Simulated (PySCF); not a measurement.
# C$_{4}$H$_{7}$ClSi: what the fields show

```xyz
13

Si   -1.8809    0.2803    0.5053
C    -0.4936   -0.6230   -0.4385
C     0.7373    0.2390   -0.6044
C     2.1311   -0.3638   -0.5619
C     1.7607    0.3253    0.4786
Cl    2.0871    0.9269    2.0127
H    -3.0587   -0.5872    0.5637
H    -1.4249    0.5913    1.8594
H    -2.2170    1.5171   -0.2025
H    -0.2185   -1.5366    0.0914
H    -0.8501   -0.9259   -1.4255
H     0.5707    1.1144   -1.2293
H     2.8524   -0.9573   -1.0668
```

Geometry: GFN2-xTB.

Level of theory: PBE0/pcSseg-1, SCF density, gas phase, non-relativistic (PySCF).

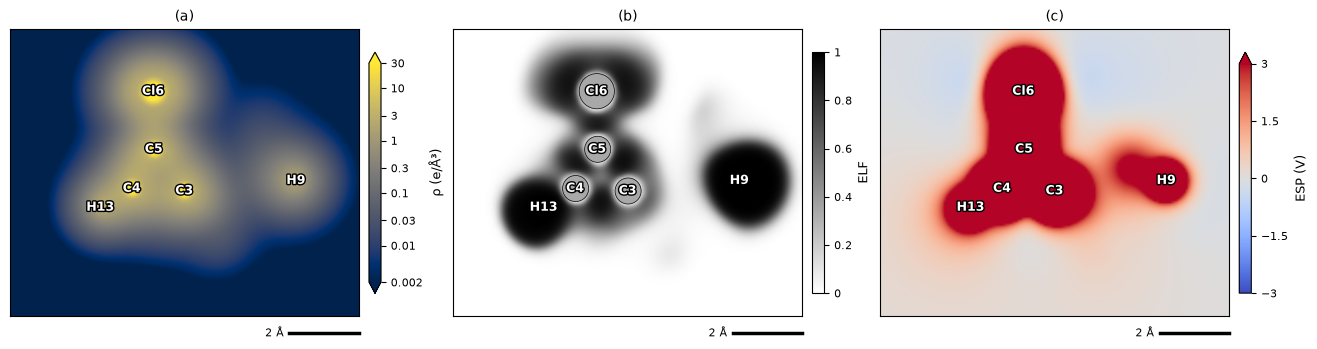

Figure 1. (a) electron density; (b) electron localisation function; (c) electrostatic potential on the plane of atoms C3, C5 and Cl6. Grey discs cover the atomic cores in the ELF map.

Read the bonding off the picture.

Answer. The plane passes through C, Cl and H nuclei. C–C (1.30 Å): ρ at the midpoint is about 2.2 e/Å³; the ELF peaks at about 0.85 between the atoms (a short, multiple covalent bond). C–Cl (1.68 Å): the density is about 1.6 e/Å³ at the midpoint; the ELF peaks at about 0.90 between the atoms; a covalent bond. C–H (1.06 Å): ρ is about 2.1 e/Å³ halfway; the ELF climbs to about 1 towards the hydrogen, as it does in any bond to H; an ordinary covalent bond to hydrogen. C–C (1.49 Å): the density is about 1.6 e/Å³ at the midpoint; the ELF peaks at about 0.80 between the atoms (a shared electron pair). The ELF also peaks beside Cl6, away from the bonds: lone-pair regions. Outside the dense part of the molecule the potential is most negative (−0.4 V) near Cl6.

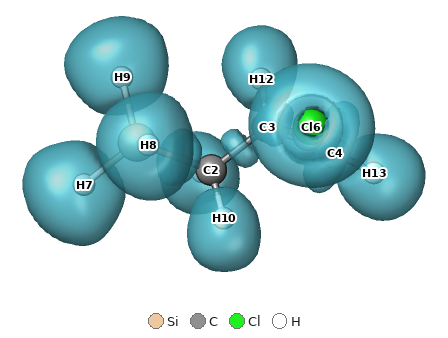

Figure 2. Isosurface of the electron localisation function at 0.8 (cyan), seen from one side. Only the valence region is drawn (cores and ρ < 0.01 e/Å³ removed).

Where are the electrons localised?

Answer. The ELF exceeds this value in four regions between bonded C–C atoms (shared pairs), one region between bonded C–Cl atoms (shared pairs), one region between bonded C–Si atoms (shared pairs), seven regions around hydrogen nuclei and one ring or bowl of non-bonding electrons around Cl.

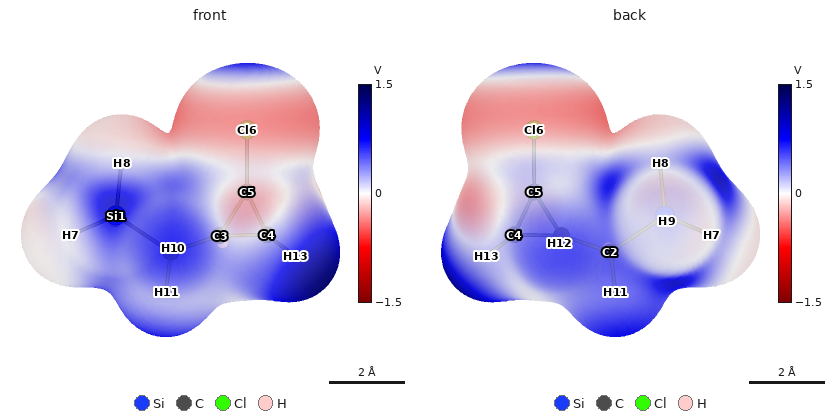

Figure 3. The molecular electrostatic potential painted on the density surface at 0.002 e/bohr³, seen from the front and from behind; red is negative and blue positive.

Which sites attract a positive test charge, and which a negative one?

Answer. A positive charge is drawn to the negative regions and a negative charge to the positive ones. The most negative region (about −0.4 V) lies over Cl6, the most positive (about +1.3 V) over H13. Cl6 shows a σ-hole: about +0.7 V at the tip opposite its bond, against about −0.3 V on its flanks.

What dipole moment does the calculation give?

Answer. Its dipole moment is 1.37 D.
